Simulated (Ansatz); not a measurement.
# HCl (hydrogen chloride) at r2SCAN0/def2-TZVPPD

What is the vertical ionisation energy of HCl (hydrogen chloride) at r2SCAN0/def2-TZVPPD? 

Program for the calculation: Ansatz 0.2.0.

32 further runs of the same task are left out: 32 set aside as unsound or not needed.

## 1. The system as given

HCl: 2 atoms, total charge 0, spin state singlet. SMILES: `Cl`. The coordinates come from a PBE0-D4/def2-TZVP relaxation.

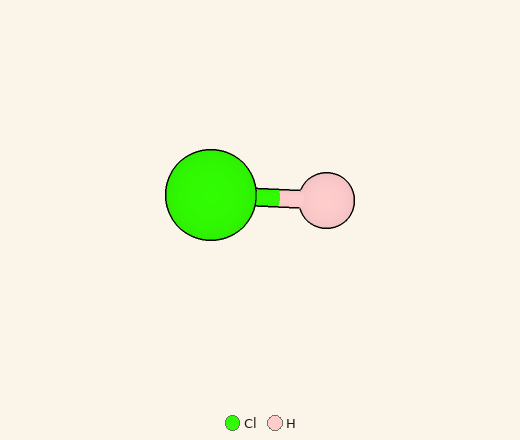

Viewed from a chosen angle; chlorine green, hydrogen pink.

## 2. The energy at r2SCAN0/def2-TZVPPD

The input, in.yaml:

```yaml
basis:
  gaussian:
    orbitals: def2-TZVPPD.json
crystal:
  periodic: [false, false, false]
  atoms:
    - {symbol: Cl, position_ang: [0.546000, -0.178500, 0.280800]}
    - {symbol: H, position_ang: [-0.546000, 0.178500, -0.280800]}
output: {orbitals: {seedname: orbitals}}
hamiltonian:
  xc: {name: r2SCAN0}
accuracy: high
```

The basis set def2-TZVPPD is read from a file made from the Basis Set Exchange's data (not shown).

Launch:

```sh
$ ansatz run in.yaml --threads 1 --pin off --max-ram 3480MiB --events-out events.jsonl --progress --plain --runs-dir runs
```

The log of the run:

```text
Warning: RAYON_NUM_THREADS=1 ignored (pool sized by the plan → 1); use --threads N
Functional definition: r2SCAN0
  name "r2SCAN0"
  parameter a = 0.25
  parameter k0 = 0.174
  parameter k1 = 0.065
  parameter a1 = 4.9479
  exchange = (1 - a)*r2scan_x(k0 = k0, k1 = k1, a1 = a1) + a*exact_x
  correlation = r2scan_c
849 factors; integrals over basis functions are off by at most 3.7e-9 eV
mean field evaluation 1: about -12538.3658 eV, gradient 9.1e0 eV
mean field evaluation 2: about -12538.4586 eV, gradient 7.7e0 eV
mean field evaluation 4: about -12538.5630 eV, gradient 6.6e-1 eV
mean field evaluation 8: about -12538.5627 eV, gradient 4.4e-3 eV
mean field evaluation 16: about -12538.5627 eV, gradient 4.2e-8 eV
mean field -12538.56274822 eV, -460.7836820540 hartree, gradient 4.0e-8 eV, S^2 0.000000; 0 other end points of the search recorded, 0 dependent functions left out
reference -12538.56274929 eV, -460.7836820933 hartree; 9, 9 occupied and 59, 59 virtual orbitals, 849 factors
Total energy: -12538.56274929 eV, -460.7836820933 hartree
```

It took 2.2 s on 1 thread of Arm Neoverse V2, shared host; peak memory 0.13 GiB.

## 3. The doublet cation

The input, molecule.yaml:

```yaml
crystal:
  periodic: [false, false, false]
  atoms:
    - {symbol: Cl, position_ang: [0.546000, -0.178500, 0.280800]}
    - {symbol: H, position_ang: [-0.546000, 0.178500, -0.280800]}
basis:
  gaussian: {orbitals: def2-TZVPPD.json}
total_charge: 1
magnetization: {spin_polarized: true, initial_magnetization: 1}
hamiltonian: {xc: {name: r2SCAN0}}
accuracy: high
output: {orbitals: {seedname: orbitals}}
```

The basis set def2-TZVPPD is read from a file made from the Basis Set Exchange's data (not shown).

Launch:

```sh
$ ansatz run molecule.yaml --threads 1 --pin off --max-ram 3480MiB --events-out events.jsonl --progress --plain --runs-dir runs
```

The log of the run:

```text
Warning: RAYON_NUM_THREADS=1 ignored (pool sized by the plan → 1); use --threads N
[... 8 set-up lines as earlier in the session ...]
849 factors; integrals over basis functions are off by at most 3.7e-9 eV
mean field evaluation 1: about -12525.1430 eV, gradient 1.4e1 eV
mean field evaluation 2: about -12525.6946 eV, gradient 8.2e0 eV
mean field evaluation 4: about -12525.8733 eV, gradient 4.0e-1 eV
mean field evaluation 8: about -12525.8840 eV, gradient 1.3e-2 eV
mean field evaluation 16: about -12525.8840 eV, gradient 1.1e-6 eV
mean field -12525.88396579 eV, -460.3177453936 hartree, gradient 5.6e-8 eV, S^2 0.757284; 0 other end points of the search recorded, 0 dependent functions left out
reference -12525.88396654 eV, -460.3177454211 hartree; 9, 8 occupied and 59, 60 virtual orbitals, 849 factors
Total energy: -12525.88396654 eV, -460.3177454211 hartree
```

It took 3.9 s on 1 thread of Arm Neoverse V2, shared host; peak memory 0.19 GiB.

## 4. Outcome

Level: r2SCAN0/def2-TZVPPD.

| quantity | value |
| --- | --- |
| singlet HCl: total energy | -460.78368 Eh |
| singlet HCl: HOMO energy | -9.73 eV |
| singlet HCl: LUMO energy | 0.33 eV |
| singlet HCl: HOMO–LUMO gap | 10.06 eV |
| doublet cation: total energy | -460.31775 Eh |
| doublet cation: HOMO energy (highest over α and β) | -19.63 eV |
| doublet cation: LUMO energy (lowest over α and β) | -15.44 eV |
| doublet cation: ⟨S²⟩ | 0.757 |
| vertical ionisation energy (to the doublet cation) | 12.679 eV |

In words: The vertical ionisation energy comes to 12.68 eV (1223 kJ/mol). −ε(HOMO) before ionisation, 9.73 eV, is 2.95 eV below this ionisation energy.
